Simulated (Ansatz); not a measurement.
**Two runs on C$_{3}$H$_{7}$In**

System: C$_{3}$H$_{7}$In.
Method of the first run: RKS PBE-D4/def2-TZVPP (Ansatz 0.2.0).

The geometry comes from this level: PBE0-D4/def2-TZVP. Text and figures count atoms from 1; the logs count them from 0 in places.

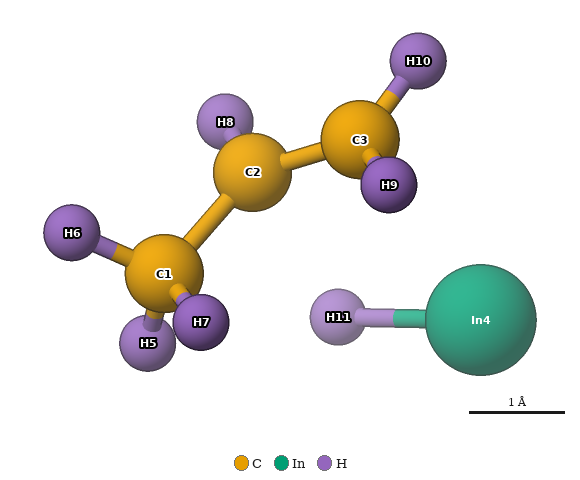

Figure 1. The structure as given in the input (ball-and-stick view, seen at a tilt; atoms are numbered from 1 in the order of the input). Sticks mark near contacts. Bond lengths as drawn: C–C 1.34 to 1.49 Å, C–H 1.08 to 1.09 Å and H–In 1.85 Å.

## Input file, the first run
```yaml
crystal:
  periodic: [false, false, false]
  atoms:
    - {symbol: C, position_ang: [-0.980188, 0.826345, 0.415111]}
    - {symbol: C, position_ang: [0.340741, 0.489959, -0.181935]}
    - {symbol: C, position_ang: [1.307671, -0.186938, 0.450629]}
    - {symbol: In, position_ang: [0.149831, -2.515364, -0.720026]}
    - {symbol: H, position_ang: [-1.794061, 0.467521, -0.220468]}
    - {symbol: H, position_ang: [-1.095412, 1.912044, 0.496328]}
    - {symbol: H, position_ang: [-1.092388, 0.398065, 1.413295]}
    - {symbol: H, position_ang: [0.516912, 0.840616, -1.194880]}
    - {symbol: H, position_ang: [1.189805, -0.517183, 1.478296]}
    - {symbol: H, position_ang: [2.278350, -0.351854, -0.004725]}
    - {symbol: H, position_ang: [-0.756061, -1.420011, -1.910826]}
basis:
  gaussian: {orbitals: def2-TZVPP}
hamiltonian: {xc: pbe, dispersion: d4}
output: {forces: true, orbitals: {seedname: orbitals}}
```

Command:
```bash
ansatz run in.yaml --threads 4 --pin off --events-out ev --progress --plain --max-ram 10444MiB
```

Hardware: 4 threads of Arm Neoverse V1, 23 GiB of memory available, shared host.

## Output (the first run)
```
Functional definition: PBE
  parameter kappa = 0.804
  parameter beta = 0.06672455060314922
  exchange = pbe_x(kappa = kappa, mu = beta*pi^2/3)
  correlation = pbe_c(beta = beta)
1341 factors; their error is unknown
mean field evaluation 1: about -8356.1123 eV, gradient 1.1e2 eV
mean field evaluation 2: about -7878.2603 eV, gradient 2.8e2 eV
mean field evaluation 4: about -8392.6781 eV, gradient 3.1e1 eV
mean field evaluation 8: about -8394.8401 eV, gradient 8.1e-1 eV
mean field evaluation 16: about -8394.8153 eV, gradient 2.9e-3 eV
mean field -8394.81531790 eV, -308.5037727225 hartree, gradient 2.4e-5 eV, S^2 0.000000; 0 other end points of the search recorded, 0 dependent functions left out
the calculation of the forces begins
reference -8394.81537287 eV, -308.5037747426 hartree; 23, 23 occupied and 218, 218 virtual orbitals, 1341 factors
Total energy: -8395.07595055 eV, -308.5133507958 hartree
Atom 0 at    -0.980188     0.826345     0.415111 Å, force     0.028937    -0.007486    -0.018468 eV/Å
Atom 1 at     0.340741     0.489959    -0.181935 Å, force    -0.317479     0.201330    -0.192382 eV/Å
Atom 2 at     1.307671    -0.186938     0.450629 Å, force     0.298086    -0.271091     0.162857 eV/Å
Atom 3 at     0.149831    -2.515364    -0.720026 Å, force     0.086319    -0.078888     0.105534 eV/Å
Atom 4 at    -1.794061     0.467521    -0.220468 Å, force    -0.174193    -0.053492    -0.113493 eV/Å
Atom 5 at    -1.095412     1.912044     0.496328 Å, force    -0.045872     0.218561     0.020432 eV/Å
Atom 6 at    -1.092388     0.398065     1.413295 Å, force    -0.033916    -0.080644     0.201529 eV/Å
Atom 7 at     0.516912     0.840616    -1.194880 Å, force     0.027876     0.078811    -0.218744 eV/Å
Atom 8 at     1.189805    -0.517183     1.478296 Å, force    -0.010606    -0.070613     0.216451 eV/Å
Atom 9 at     2.278350    -0.351854    -0.004725 Å, force     0.208979    -0.032288    -0.072762 eV/Å
Atom 10 at    -0.756061    -1.420011    -1.910826 Å, force    -0.068131     0.095798    -0.090956 eV/Å
Dipole moment:     0.057634     0.220671     0.181120 e Å
```

For the second run the input was changed thus:
```diff
-hamiltonian: {xc: pbe, dispersion: d4}
+hamiltonian: {xc: {name: wB97M-V}}
```

Predict how the results change.

The total energies belong to different models, so their difference says nothing on which is more stable or more accurate. The largest force goes from 0.435 to 0.351 eV/Å. The HOMO goes from −4.54 to −7.36 eV. The LUMO goes from −2.13 to 0.00 eV. The dipole moment goes from 1.40 to 1.63 D. On the same kind of shared host the second run took about 4.8 times as long.

## Output (the second run)
```
Functional definition: wB97M-V
  parameter omega = 0.3/bohr
  parameter cx = 0.15
  parameter cx01 = 1.007
  parameter cx10 = 0.259
  parameter css00 = 0.443
  parameter css04 = -1.437
  parameter css10 = -4.535
  parameter css20 = -3.390
  parameter css43 = 4.278
  parameter cos00 = 1.000
  parameter cos10 = 1.358
  parameter cos20 = 2.924
  parameter cos21 = -8.812
  parameter cos60 = -1.390
  parameter cos61 = 9.142
  parameter b = 6.0
  parameter c = 0.01
  gx(w, u) = 1 - cx + cx01*u + cx10*w
  gss(w, u) = css00 + css04*u^4 + css10*w + css20*w^2 + css43*w^4*u^3
  gos(w, u) = cos00 + cos10*w + (cos20 + cos21*u)*w^2 + (cos60 + cos61*u)*w^6
  exchange = spin_sum(e_x_unif_sr(omega)*gx(b97_w, b97_u_x)) + cx*exact_x_sr(omega) + exact_x_lr(omega)
  correlation = spin_sum(e_c_pw_mod_same_spin*gss(b97_w, b97_u_same))
      + integral(e_c_pw_mod_opposite_spin*gos(b97_w_opposite, b97_u_opposite)) + vv10(b, c)
1377 factors; their error is unknown
351 factors; integrals over basis functions are off by at most 2.3e-5 eV
mean field evaluation 1: about -8390.0355 eV, gradient 4.7e1 eV
mean field evaluation 2: about -8391.8720 eV, gradient 4.0e1 eV
mean field evaluation 4: about -8395.8929 eV, gradient 2.3e0 eV
mean field evaluation 8: about -8395.9198 eV, gradient 8.2e-2 eV
mean field evaluation 16: about -8395.9327 eV, gradient 4.6e-4 eV
mean field -8395.93266059 eV, -308.5448343092 hartree, gradient 9.3e-6 eV, S^2 0.000000; 0 other end points of the search recorded, 0 dependent functions left out
the calculation of the forces begins
reference -8395.93272447 eV, -308.5448366565 hartree; 23, 23 occupied and 218, 218 virtual orbitals, 1377 factors
Total energy: -8395.93272447 eV, -308.5448366565 hartree
Atom 0 at    -0.980188     0.826345     0.415111 Å, force    -0.260906     0.079044     0.092558 eV/Å
Atom 1 at     0.340741     0.489959    -0.181935 Å, force     0.332042    -0.104744    -0.041583 eV/Å
Atom 2 at     1.307671    -0.186938     0.450629 Å, force    -0.033490     0.151031    -0.023804 eV/Å
Atom 3 at     0.149831    -2.515364    -0.720026 Å, force    -0.090960     0.031708    -0.095907 eV/Å
Atom 4 at    -1.794061     0.467521    -0.220468 Å, force     0.069102     0.017174     0.053921 eV/Å
Atom 5 at    -1.095412     1.912044     0.496328 Å, force     0.016608    -0.101664    -0.005186 eV/Å
Atom 6 at    -1.092388     0.398065     1.413295 Å, force     0.012255     0.026073    -0.068517 eV/Å
Atom 7 at     0.516912     0.840616    -1.194880 Å, force    -0.002314    -0.035479     0.081734 eV/Å
Atom 8 at     1.189805    -0.517183     1.478296 Å, force    -0.014883     0.013491    -0.080239 eV/Å
Atom 9 at     2.278350    -0.351854    -0.004725 Å, force    -0.082955     0.003431     0.017379 eV/Å
Atom 10 at    -0.756061    -1.420011    -1.910826 Å, force     0.055499    -0.080067     0.069645 eV/Å
Dipole moment:     0.066527     0.274908     0.186440 e Å
```

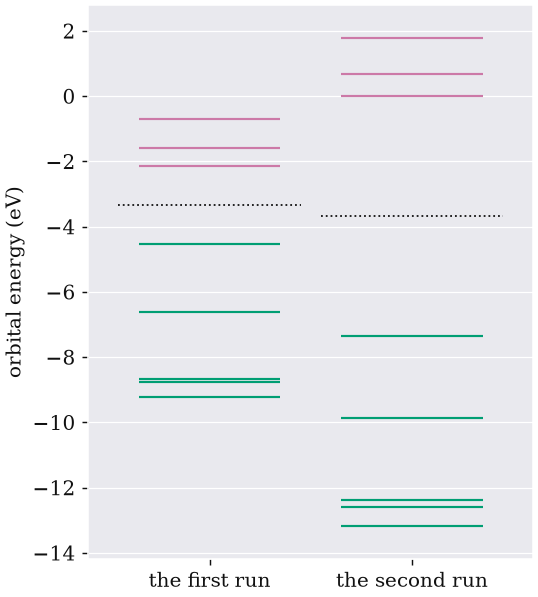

Figure 2. The five highest filled and three lowest empty orbital energies of the two runs; the dotted lines part filled from empty levels. The HOMO–LUMO gap is 2.41 eV in the first run and 7.36 eV in the second run.

## The two runs side by side

```csv
quantity,the first run,the second run
outcome,converged,converged
total energy (hartree),−308.513351,−308.544837
HOMO (eV),−4.54,−7.36
LUMO (eV),−2.13,0.00
dipole moment (D),1.40,1.63
largest force (eV/Å),0.435,0.351
basis functions,241,241
wall time (shared host),2.6 s,13 s
```
